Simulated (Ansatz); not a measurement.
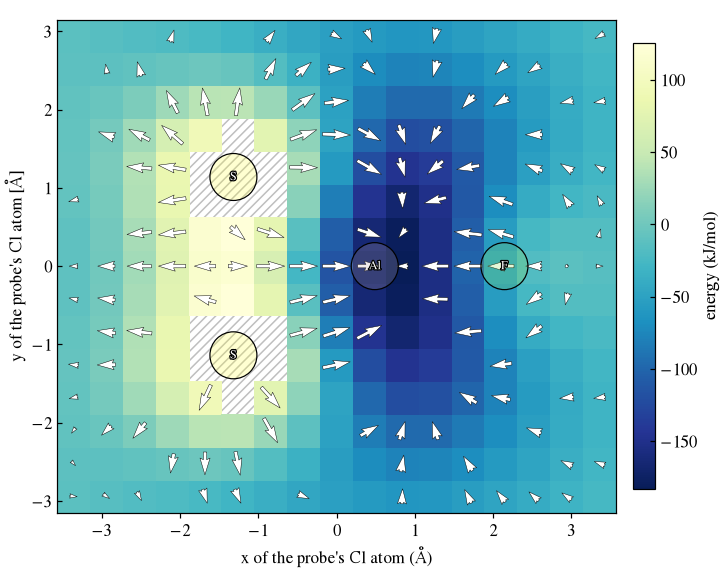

Energy landscape of AlFS₂ (SMILES [F][Al]1[S][S]1) with the probe Cl-. The probe is moved over a plane parallel to the molecule's main plane, 2.30 Å above it. First axis: x of the probe's Cl atom. Second axis: y of the probe's Cl atom. Nothing is relaxed (molecule and probe rigid). The scan uses a 17 × 15 grid; 129 points were computed and 112 follow by symmetry. At 14 points there is no value. Points are written as (first, second). Energies are in kJ/mol, from molecule and probe far apart, each relaxed in its own basis (no counterpoise correction). Level of theory: Ansatz, RKS PBE0-D4/def2-SVPD.

Drawn: one coloured cell a grid point, arrows along the force (downhill), their lengths compressed, labelled circles for the molecule's atoms, projected on the plane, hatched blanks where no value was computed. 

### What does the map say about the system?

The lowest grid point is at (0.84 Å, 0.00 Å) [nearest 1 Al at 2.33 Å], −183 kJ/mol from molecule and probe far apart, each relaxed in its own basis (no counterpoise correction). The highest grid point, (−1.26 Å, −0.42 Å) [nearest 1 S at 2.41 Å], lies 309 kJ/mol above the lowest.

The values on the grid:

```
y of the probe's Cl atom ↓, x of the probe's Cl atom →  −3.36  −2.52  −1.68  −0.84  0.00  0.84  1.68  2.52  3.36
                                                  2.94    −12    −18    −25    −36   −53   −62   −55   −40   −26
                                                  2.52    −11     −9     −2    −17   −54   −78   −69   −47   −29
                                                  2.10     −9      8     41     24   −51   −97   −85   −54   −31
                                                  1.68     −7     27     94     76   −49  −121  −101   −57   −31
                                                  1.26     −7     37      –      –   −58  −146  −110   −53   −28
                                                  0.84     −8     35      –      –   −81  −168  −111   −41   −23
                                                  0.42    −10     30    117     78  −106  −180  −105   −26   −17
                                                  0.00    −10     28    112     64  −115  −183  −101   −19   −15
                                                 −0.42    −10     30    117     78  −106  −180  −105   −26   −17
                                                 −0.84     −8     35      –      –   −81  −168  −111   −41   −23
                                                 −1.26     −7     37      –      –   −58  −146  −110   −53   −28
                                                 −1.68     −7     27     94     76   −49  −121  −101   −57   −31
                                                 −2.10     −9      8     41     24   −51   −97   −85   −54   −31
                                                 −2.52    −11     −9     −2    −17   −54   −78   −69   −47   −29
                                                 −2.94    −12    −18    −25    −36   −53   −62   −55   −40   −26
```

The table holds every second grid line.

Each point was launched as `ansatz run input.yaml --threads 1 --pin off --max-ram 2560MiB --backend cpu --events-out ev --progress --plain --runs-dir out`. The whole map (129 points run) took 16 min on 1 thread of Arm Neoverse V2 (shared host).
